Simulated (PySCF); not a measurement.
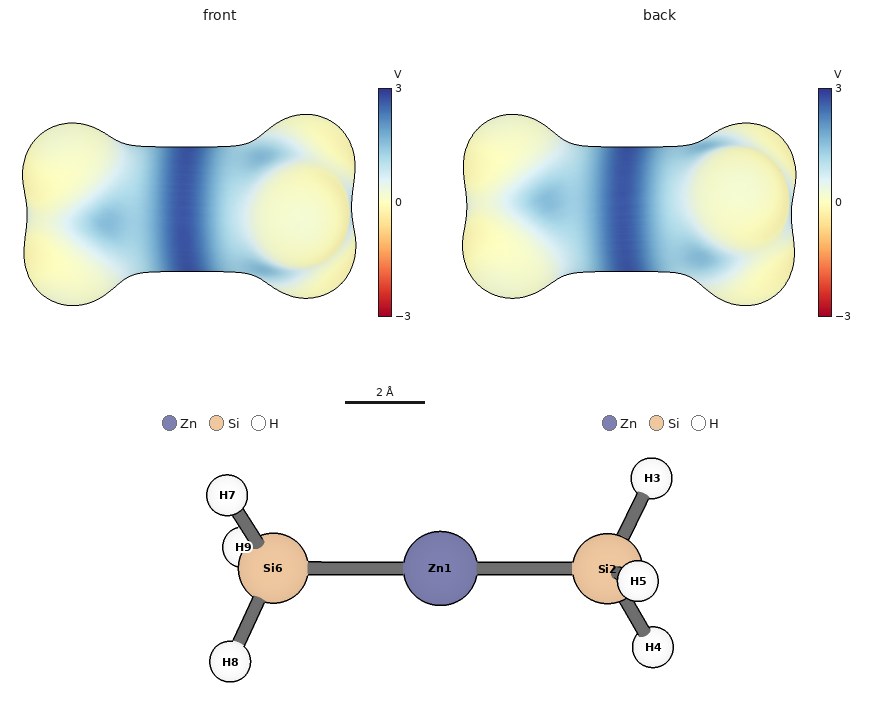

H$_{6}$Si$_{2}$Zn (Zn(SiH3)2). The molecular electrostatic potential painted on the density surface at 0.004 e/bohr³, seen from the front and from behind; the colour scale runs from red (negative) to blue (positive). The bare structure is drawn below in the same view.

Geometry: BP86-D3(BJ)/def2-SVP.

Computed with DFT single point, gas phase, functional B3LYP in PySCF.

Input file:

```
{"job": {"kind": "sp", "xc": "B3LYP", "basis": "ma-def2-SVP", "d3": "d3bj", "grid": 2}, "charge": 0, "multiplicity": 1}
Zn     0.004344     0.004481    -0.005570
Si     0.054337    -0.075168     2.381582
H      0.973103    -1.154228     2.902469
H     -1.309084    -0.347958     2.970485
H      0.531268     1.225343     2.982643
Si    -0.047821     0.077862    -2.392854
H      1.286375     0.471136    -2.980437
H     -1.059380     1.070287    -2.913983
H     -0.406444    -1.259774    -2.994805
```

Command:

```sh
OMP_NUM_THREADS=1 python redox_run.py task.json out
```

> Describe the electrostatic potential map.

The most negative region (about −0.1 V) lies over the H atoms, the most positive (about +2.7 V) over Zn1.

> What dipole moment does the calculation give?

Its dipole moment is zero.
